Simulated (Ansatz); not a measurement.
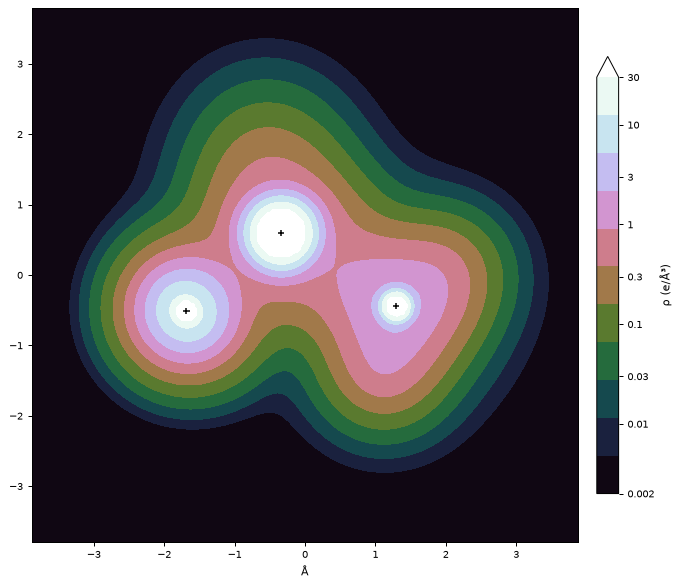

The total electron density on a plane through atoms (crosses mark nuclei in the plane).

All numbers below come from RKS B3LYP-D4/def2-SVP (Ansatz).

Candidates:
A. H₄O₃Si···H₂S
B. C₂H₈GeOS
C. CH₄ClFGe

Question: Which candidate gave the map?

Answer: Candidate C: CH₄ClFGe on the plane of atoms F4, Ge1 and C5, which holds Ge, F and C. Ge–F (1.74 Å): the density is about 0.89 e/Å³ at the midpoint. C–Ge (1.94 Å): ρ is about 0.91 e/Å³ halfway.
